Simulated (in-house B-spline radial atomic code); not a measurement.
All numbers are computed, not measured: scalar-relativistic (spin-free one-electron X2C) BP86, spin-polarised, spherical fractional occupations, Fermi nucleus, basis-set limit (an in-house B-spline radial code). The occupation of the 6s shell is varied from Pb³⁺ ([Xe] 4f14 5d10 6s1 (high spin)) to Pb²⁺ ([Xe] 4f14 5d10 6s2), with spherical fractional occupations. Wanted, and plotted below: the total energy less the straight line between the end points, and the eigenvalue of 6s↓ (the dashed line is minus the energy to take the whole electron out).

The curve is convex (below the straight line), with the largest deviation among the points computed, −1.18 eV, at 0.5. The end points differ by 32.3 eV, the energy to take the electron out. The eigenvalue, which is the slope of the energy (Janak's theorem), moves from −36.1 eV at 0.09 to −27.6 eV at 1; for a straight line it would stay constant, and a parabola would sag by an eighth of this change, scaled to a whole electron, 1.17 eV. Convexity is the delocalisation error: fractional charges are too low in energy.

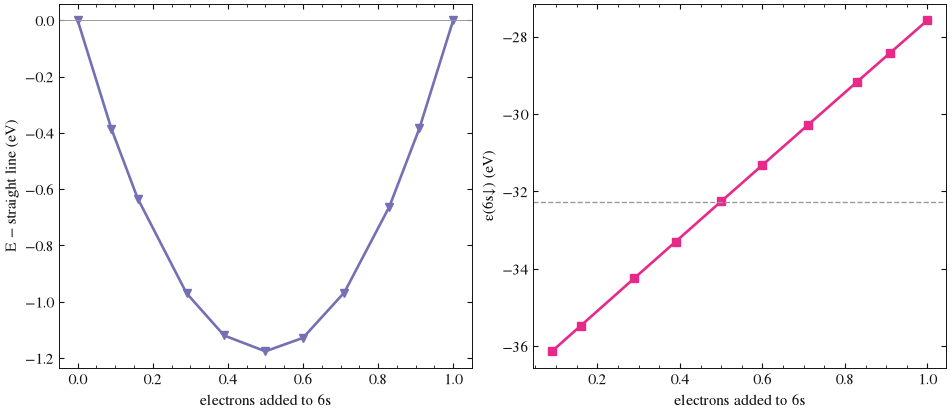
